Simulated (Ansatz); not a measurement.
# Run report: CH$_{10}$O$_{5}$, geometry relaxation (part 2 of 2)

CH$_{10}$O$_{5}$ (disordered cell, 16 atoms in the cell); DFT PBE-D3(BJ), scalar-relativistic, plane waves, PAW, no spin polarisation (Ansatz 0.2.0); cutoff 420 eV, 1×1×1 k-mesh, Fermi–Dirac smearing of 0.02 eV. It belongs to a series of runs on one base structure; here: start relaxed.

Geometry of the input (Å; fractional positions):
```
5.6567  0.0000  0.0000
0.0000  5.6567  0.0000
0.0000  0.0000  5.6567
O  0.4143  0.5368  0.3345
H  0.2798  0.5164  0.2306
H  0.4087  0.3998  0.4370
O  0.0982  0.9412  0.0767
H  0.1553  0.8190  -0.0286
H  0.0267  0.8545  0.2059
O  0.7364  0.8781  0.7664
H  0.8222  0.9939  0.6740
H  0.8188  0.7312  0.7356
O  0.1762  0.1314  0.6456
H  0.2937  0.0366  0.5647
H  0.0689  0.1795  0.5211
O  1.0136  0.4868  0.9692
C  0.8291  0.3768  0.9885
H  0.6618  0.4629  1.0401
H  0.8188  0.1848  0.9556
```

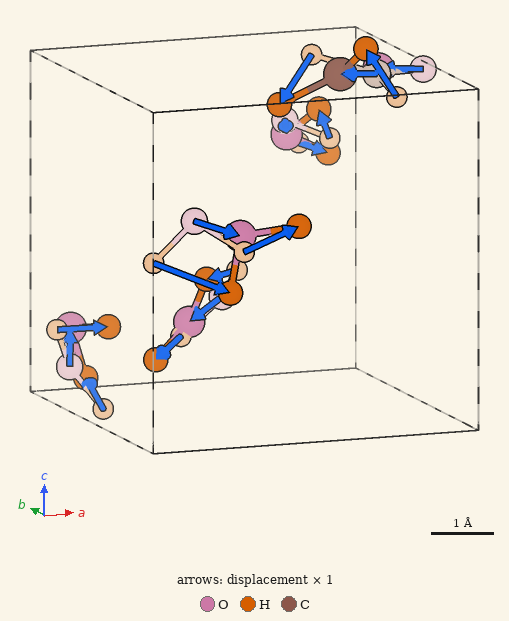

Start (faint) and end (solid) with the displacements as blue arrows, at true length (ball-and-stick view of the cell of the calculation, seen slightly off an axis). H12 moves most: 1.35 Å. By element the largest moves are H 1.35 Å, O 0.87 Å, C 0.67 Å. The cell stays as it was. Among the contacts that change: O10–H12 0.969 → 0.991 Å, O10–H11 0.969 → 0.984 Å, O13–C14 1.220 → 1.230 Å, O4–H5 0.969 → 0.973 Å. Among the angles that change: H15–C14–H16 115.7° → 118.9°. The energy falls by 119 meV per atom in 14 geometry steps. Largest force component: 1.1 eV/Å at the start, 0.26 eV/Å at the end. The line search rejected the trial step at point 2 (counted from 0) and went back. (Atoms are counted from 1 in the order of the input.)

```
NSCF: frozen V_eff on 1 k-points
the band table was solved once a step of the walk had ended and its energy, with any forces and stress, was formed, with the checks that follow a solve (227 applications of the Hamiltonian). They found nothing against the state; the energy, forces and stress were not computed again (output.eigenvalues in the input reference)
WARN: The input density's exchange-correlation potential varies sharply where the density is thin. Do not read a vacuum level from v_tot or v_xc, or from such a field of the output density. On a cell that repeats whose density bears no net charge and no dipole along the vacuum's axis use v_es (v_loc + v_h of the components); under efield.dipole_correction with no amplitude use v_es + v_field, which holds any external_charges[].barrier, or the levels of the report's work_function block, which leave it out; under a non-zero efield.amplitude the vacuum is tilted and has no level; on a cell that repeats and bears such a dipole with no correction it is tilted too, and efield.dipole_correction with no amplitude gives each side of its ramp a level where efield: is served; in a cell that repeats whose density bears a net charge (total_charge, or a fill off its count) it is curved and has none; of a slab under crystal.periodic whose density bears no net charge use v_es, which has a level on each side, short of where the two are joined; of another it falls or rises all the way out and has none; of a slab beside external_charges read slab_vacuum_level instead, which it has where they leave it neutral. The grid or the basis barely resolves most such structure, and the values can differ between equally converged runs; as a rule a tighter scf.convergence.dr2_threshold does not remove it. Where the density itself ripples (under the LDA too) a higher basis.ecutwfc lessens it. The files hold the spikes' plane waves up to the density's cutoff. Files: v_tot and the like, and their columns of v_z.tsv (output.write_potential); v_xc and the like, and their columns of v_comp_z.tsv (output.write_potential_components); where files of the output density stand in their place, no point of their own thin density is over the threshold below, and this is of outcome.potential() and, of a run that writes arrays (npy), the arrays of these names. Measured: with its Gaussian average of σ = 0.25 Å subtracted twice, the exchange-correlation potential is over 0.1 eV at 165 of the grid points where the equally averaged density (valence and model cores) is under 1e-3 e/Å³, and 1.69 eV at the most among them, at an averaged density of 5.6e-4 e/Å³. See output.write_potential in the manual, Limitations
Free energy (F): -3248.081865 eV
[...]
Harris-Foulkes:  -3248.081865 eV  (|F-HF|=2.15e-9)
Internal energy: -3248.081865 eV  (E = F + TS)
E sigma→0 (E₀):  -3248.081865 eV
Fermi energy:    -0.638621 eV
--- Per-component energies (eV) ---
  E_band       = -431.478007
  E_kinetic    = 1098.822037
  E_local      = -3459.570957  (includes V_loc(G=0)·N_el)
  E_nonlocal   = 285.717034
  E_hartree    = 1238.004503
  E_xc         = -500.833780
  E_vxc        = -637.815224  (∫ρ·V_xc dr)
  E_paw        = -897.322445  (= ΣΔE_a)
  E_vpaw       = -194.638756  (= ΣTr[D̂ρ^β])
  E_aug_tail   = 0.000195  (compensation charges beyond the density's cutoff)
  E_ewald      = -1012.356548
  E_disp       = -0.541905  (pairwise vdW)
  E_smearing   = -0.000000  (= −TS)
  E_closure    = -0.000000  (closes the sum)
  Σ components = -3248.081865   (vs F -3248.081865, Δ=0.00e0)
--- Forces (eV/Å), atoms counted from 1 ---
  atom   1  O     -0.06918697    -0.01002812    -0.00579135
  atom   2  H      0.03312365     0.04037433     0.00402666
  atom   3  H      0.02334367     0.00763206    -0.01579214
  atom   4  O      0.03617311    -0.15026700    -0.02089003
  atom   5  H     -0.03090481     0.01830181     0.03515593
  atom   6  H      0.02788002     0.11204571     0.00544234
  atom   7  O      0.16091130     0.02320728    -0.03947517
  atom   8  H     -0.12346227    -0.01982884     0.00767022
  atom   9  H     -0.04284735    -0.02542378    -0.00011469
  atom  10  O      0.02991282    -0.02874733    -0.02827389
  atom  11  H     -0.01080187     0.02720998     0.01401026
  atom  12  H     -0.00385585     0.03551507     0.01997792
  atom  13  O     -0.24881748    -0.21743033     0.03844654
  atom  14  C      0.23908434     0.26028312     0.01006453
  atom  15  H      0.01723777    -0.07653107     0.00255084
  atom  16  H     -0.03778881     0.00364182    -0.02698460
  max |Σ_I F_I| component: 4.53e-5 eV/Å
--- Band table (eV) ---
  k-point 0: bands = ["-22.8236", "-21.5642", "-21.2249", "-21.0192", "-20.7829", "-11.7963", "-9.3273", "-9.2360", "-9.1232", "-8.6702", "-8.1189", "-7.3787", "-6.2438", "-6.1455", "-5.8195", "-5.3271", "-4.7619", "-3.6794", "-3.4622", "-3.3272", "-3.2171", "-2.6899", "1.4126", "2.2318", "5.3581", "5.9712", "6.2089", "6.6691", "7.2529", "7.4661", "8.2463", "8.5323", "8.8837", "9.0396", "9.1731", "9.5330", "9.7815", "10.0799"]
--- Relaxed structure (15 steps of the walk, 14 accepted, 0 SCFs on fresh bases) ---
  F+E_penalty+E_count = -3248.08186545 eV   max|allowed force component| = 2.603e-1 eV/Å
  atoms:
    - { symbol: O, position: [0.3068429533672123, 0.5198488450336317, 0.2709149426813041] }
    - { symbol: H, position: [0.17670566025426734, 0.4472387873821018, 0.1821026697658377] }
    - { symbol: H, position: [0.3223153894123102, 0.4192962504021601, 0.41282041470371217] }
    - { symbol: O, position: [0.1102948043684589, 0.9645225266377728, 0.18558916249959878] }
    - { symbol: H, position: [0.1701893677919372, 1.0018204891833957, 0.028637091422208043] }
    - { symbol: H, position: [0.16415137303496366, 0.8005318679044379, 0.21507326067655194] }
    - { symbol: O, position: [0.7555943432194645, 0.9154204563918971, 0.7173643129368713] }
    - { symbol: H, position: [0.9026247650868187, 0.9669604373809462, 0.6436749476481418] }
    - { symbol: H, position: [0.8025713854608978, 0.7778534105224663, 0.8132751374434486] }
    - { symbol: O, position: [0.3194352910271304, 0.13664099345702335, 0.5916512989784678] }
    - { symbol: H, position: [0.4681834534824658, 0.05270367527210449, 0.6250119792396717] }
    - { symbol: H, position: [0.262855653007317, 0.06716663595993289, 0.44103196694670127] }
    - { symbol: O, position: [0.8805363566489383, 0.4976369742150809, 0.978097668086349] }
    - { symbol: C, position: [0.7116901830817212, 0.3620365711456946, 0.9978557443277775] }
    - { symbol: H, position: [0.540414020955137, 0.40382734757266114, 0.9126372907873374] }
    - { symbol: H, position: [0.728039699800961, 0.19638003153869443, 1.1011201118560214] }
```

Trajectory as extended XYZ (Å, eV, eV/Å), 6 of the 15 frames kept, from step=1 to step=15:
```
16
Lattice="5.6567 0.0000 0.0000 0.0000 5.6567 0.0000 0.0000 0.0000 5.6567" Properties=species:S:1:pos:R:3:forces:R:3 step=1 energy=-3246.18499
O     2.3437    3.0366    1.8920    0.1574   0.1960   0.1867
H     1.5825    2.9209    1.3043   -0.0816  -0.1262  -0.2764
H     2.3117    2.2618    2.4722   -0.1869  -0.0723   0.2046
O     0.5552    5.3243    0.4340    0.5081   0.4344   1.0875
H     0.8787    4.6327   -0.1619   -0.1714   0.0703   0.1212
H     0.1508    4.8337    1.1647    0.0279  -0.2097  -0.2587
O     4.1653    4.9669    4.3350   -0.9790  -0.0122  -0.5806
H     4.6508    5.6222    3.8125    0.2724  -0.2524   0.1383
H     4.6318    4.1361    4.1610    0.1577   0.0410   0.0914
O     0.9969    0.7435    3.6518    0.0689   0.2758  -0.3261
H     1.6612    0.2072    3.1944    0.1446  -0.3869  -0.1533
H     0.3900    1.0155    2.9477    0.2340   0.1390  -0.3213
O     5.7338    2.7539    5.4822   -0.0329  -0.1549  -0.0303
C     4.6901    2.1315    5.5918   -0.2771  -0.1526  -0.1222
H     3.7435    2.6185    5.8836   -0.1775   0.3924   0.0674
H     4.6315    1.0452    5.4056    0.3348  -0.1820   0.1719
16
Lattice="5.6567 0.0000 0.0000 0.0000 5.6567 0.0000 0.0000 0.0000 5.6567" Properties=species:S:1:pos:R:3:forces:R:3 step=4 energy=-3246.74392
O     2.3181    3.0410    1.9263   -0.1142   0.0339  -0.0732
H     1.6310    2.8862    1.2502    0.1747  -0.0434   0.0426
H     2.2342    2.2803    2.5263   -0.1303  -0.0515   0.1325
O     0.6964    5.3527    0.6652   -0.3333  -1.0173   0.0793
H     0.8542    4.7588   -0.1110   -0.0450   0.7142   0.6579
H     0.1042    4.7725    1.1973    0.4058   0.4231  -0.3285
O     4.0182    4.9507    4.1077    1.5289  -0.0312  -0.3687
H     4.7401    5.6001    3.8682   -0.7280  -0.6632   0.2979
H     4.5928    4.1459    4.2415   -0.7214   0.7016   0.0246
O     1.0495    0.7676    3.5393    0.0679  -0.0421  -0.2115
H     1.6588    0.1008    3.1610   -0.1044  -0.0324  -0.0369
H     0.5032    1.0453    2.7862    0.2297  -0.0789  -0.2048
O     5.6910    2.7719    5.4260   -0.5439  -0.3320   0.3919
C     4.6721    2.1168    5.6538   -0.2033   0.6097  -1.1839
H     3.6903    2.6474    5.8066    0.3494  -0.2624   0.2095
H     4.6634    1.0127    5.5265    0.1673   0.0718   0.5713
16
Lattice="5.6567 0.0000 0.0000 0.0000 5.6567 0.0000 0.0000 0.0000 5.6567" Properties=species:S:1:pos:R:3:forces:R:3 step=7 energy=-3247.19657
O     2.2813    2.9980    1.9442    0.0158   0.0166  -0.0300
H     1.6657    2.7776    1.2217    0.0212  -0.0510   0.0980
H     2.1252    2.3040    2.6174   -0.1181  -0.0260  -0.0422
O     0.5917    5.3772    0.8672   -0.1100  -0.2352  -0.2073
H     0.8474    5.0005    0.0033   -0.0631   0.2520   0.3438
H     0.0664    4.6609    1.2623    0.0726   0.0588  -0.0392
O     4.1382    5.0442    3.9386    0.0411  -0.3944   0.1128
H     4.9361    5.5903    3.8384    0.2221   0.1296  -0.0580
H     4.5237    4.2165    4.3047   -0.1581   0.3267  -0.0896
O     1.1248    0.7399    3.3903    0.0710  -0.1194  -0.4544
H     1.7973    0.0283    3.2434   -0.3482   0.4067  -0.0498
H     0.6903    0.8300    2.5056    0.5542  -0.3850   0.4357
O     5.5616    2.8516    5.3799   -1.0905  -0.7106   0.2255
C     4.5605    2.1517    5.6043    0.6435   0.4384  -0.0609
H     3.5533    2.6449    5.7177    0.3132  -0.3427  -0.2066
H     4.6541    1.0350    5.7318   -0.0670   0.6354   0.0212
16
Lattice="5.6567 0.0000 0.0000 0.0000 5.6567 0.0000 0.0000 0.0000 5.6567" Properties=species:S:1:pos:R:3:forces:R:3 step=9 energy=-3247.48670
O     2.2270    2.9638    1.9252    0.0591   0.0865   0.0010
H     1.6072    2.7413    1.2103   -0.0733  -0.0640   0.0232
H     2.0347    2.2963    2.6215   -0.0762  -0.0590  -0.0652
O     0.4524    5.4132    0.9419   -0.2364  -0.4565  -0.1243
H     0.8003    5.1584    0.0647   -0.0531   0.1925   0.3893
H     0.0424    4.5858    1.2734    0.2019   0.4065  -0.1612
O     4.2407    5.1184    3.8509    0.1044  -0.4122   0.2375
H     5.0874    5.5969    3.7601    0.0284   0.0179  -0.0206
H     4.5188    4.3061    4.3390   -0.0820   0.4007  -0.1974
O     1.3025    0.7032    3.3672    0.4841  -0.5992  -0.7501
H     2.0856    0.0791    3.3989   -0.6959   0.6577  -0.0499
H     0.9563    0.5610    2.4293    0.5429  -0.1812   0.7765
O     5.3976    2.8878    5.4029   -0.5408  -0.2987   0.0934
C     4.4197    2.1616    5.5965    0.4081   0.4812  -0.0787
H     3.3948    2.5933    5.5982   -0.0225  -0.1017  -0.1832
H     4.5502    1.0844    5.7909   -0.0491  -0.0708   0.1096
16
Lattice="5.6567 0.0000 0.0000 0.0000 5.6567 0.0000 0.0000 0.0000 5.6567" Properties=species:S:1:pos:R:3:forces:R:3 step=12 energy=-3247.85280
O     1.8982    2.9066    1.6582   -0.0710  -0.1631   0.0928
H     1.2342    2.5245    1.0483    0.0631   0.0632   0.0526
H     1.9042    2.2681    2.4159   -0.0372   0.0977  -0.1575
O     0.5104    5.5158    0.9812   -0.0194  -0.5052  -0.1759
H     0.9844    5.4486    0.1266   -0.0989   0.1239   0.2867
H     0.3478    4.5729    1.2164    0.1899   0.4232  -0.0981
O     4.2716    5.1645    3.9705    0.2351  -0.0436   0.0860
H     5.1214    5.6139    3.7923   -0.1687  -0.0444  -0.0411
H     4.5521    4.3960    4.5187   -0.0459   0.0514  -0.0330
O     1.6250    0.6488    3.3592    0.2924  -0.3390  -0.4059
H     2.4733    0.1618    3.5053   -0.2200   0.2468   0.0420
H     1.3301    0.3170    2.4597    0.1203   0.1262   0.4110
O     5.1640    2.9113    5.5192   -0.3544  -0.0897   0.3478
C     4.1911    2.1751    5.6834   -0.3618   0.2010  -1.2835
H     3.1813    2.4799    5.2519    0.6283  -0.2469   0.5279
H     4.3284    1.1457    6.0642   -0.1522   0.0984   0.3488
16
Lattice="5.6567 0.0000 0.0000 0.0000 5.6567 0.0000 0.0000 0.0000 5.6567" Properties=species:S:1:pos:R:3:forces:R:3 step=15 energy=-3248.08187
O     1.7357    2.9406    1.5325   -0.0692  -0.0100  -0.0058
H     0.9996    2.5299    1.0301    0.0331   0.0404   0.0040
H     1.8232    2.3718    2.3352    0.0233   0.0076  -0.0158
O     0.6239    5.4560    1.0498    0.0362  -0.1503  -0.0209
H     0.9627    5.6670    0.1620   -0.0309   0.0183   0.0352
H     0.9285    4.5283    1.2166    0.0279   0.1120   0.0054
O     4.2741    5.1782    4.0579    0.1609   0.0232  -0.0395
H     5.1058    5.4698    3.6410   -0.1235  -0.0198   0.0077
H     4.5399    4.4000    4.6004   -0.0428  -0.0254  -0.0001
O     1.8069    0.7729    3.3468    0.0299  -0.0287  -0.0283
H     2.6484    0.2981    3.5355   -0.0108   0.0272   0.0140
H     1.4869    0.3799    2.4948   -0.0039   0.0355   0.0200
O     4.9809    2.8150    5.5328   -0.2488  -0.2174   0.0384
C     4.0258    2.0479    5.6445    0.2391   0.2603   0.0101
H     3.0569    2.2843    5.1625    0.0172  -0.0765   0.0026
H     4.1183    1.1109    6.2287   -0.0378   0.0036  -0.0270
```

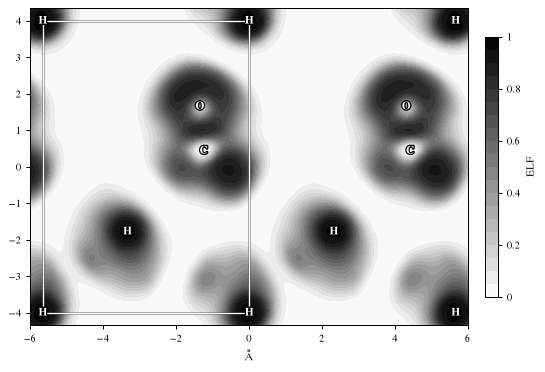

ELF on the (11̄0) plane of the calculation cell. The section cuts through H, O and C sites. C–O (1.23 Å): the ELF peaks at about 0.85 between the atoms (inside overlapping PAW spheres, so only a guide) (a multiple bond by its length, whose ELF region spreads away from the axis). Core electrons are frozen (PAW), so the fields are smoothed inside the atomic spheres.
